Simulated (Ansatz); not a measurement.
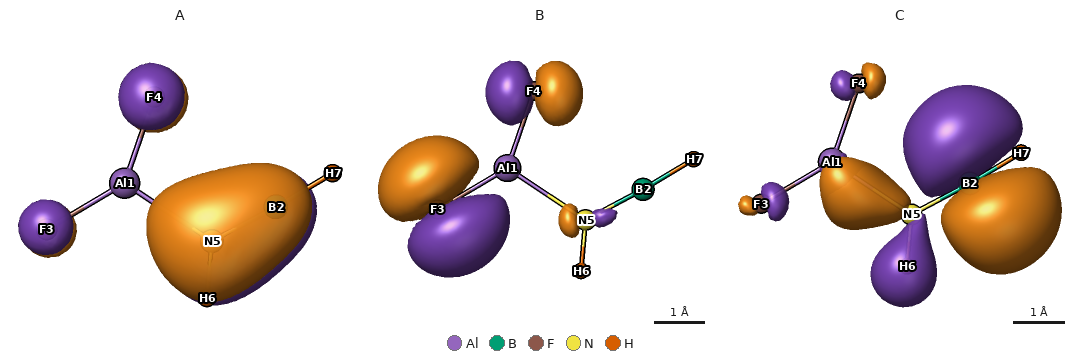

Figure. AlBF2H2N (SMILES B=[NH+][Al]([F])[F]) (charge +1). Three frontier orbitals at ±0.1 Å⁻³ᐟ² (orange and purple are the two phases), in no order.

Geometry: B3LYP-D3(BJ)/def2-SVP.

Level of theory: isolated molecule in a Gaussian basis; Kohn-Sham density functional theory, functional PBE0 (Ansatz).

```yaml
atoms:
  - { symbol: Al, position_ang: [0.0081, 3.9000, -1.1032] }
  - { symbol: B, position_ang: [-2.5694, 3.2771, -0.3237] }
  - { symbol: F, position_ang: [0.9469, 3.9205, -2.4317] }
  - { symbol: F, position_ang: [0.1060, 4.2429, 0.4948] }
  - { symbol: N, position_ang: [-1.7686, 3.3153, -1.3581] }
  - { symbol: H, position_ang: [-2.0667, 3.0400, -2.3032] }
  - { symbol: H, position_ang: [-3.2472, 3.2631, 0.6455] }
```

Order the three orbitals by energy and name them.

Answer. B is the HOMO−1 (−16.82 eV). Its weight (Hirshfeld) is mainly on F3 (about 80 %) and F4 (about 10 %); it is symmetric in the molecular plane (an in-plane orbital: σ, lone-pair or in-plane π type); largely a lone pair of F3. A is the HOMO (−16.40 eV). By Hirshfeld shares it lies mainly on N5 (about 55 %), B2 (about 20 %) and F4 (about 10 %); it changes sign across the molecular plane (π type); π-bonding across B2–N5. C is the LUMO (−7.88 eV). Its weight (Hirshfeld) is mainly on B2 (about 60 %), N5 (about 15 %), Al1 (about 10 %) and H7 (about 10 %); it is symmetric in the molecular plane (an in-plane orbital: σ, lone-pair or in-plane π type).

What is the HOMO–LUMO gap?

Answer. 8.52 eV between the orbital energies.
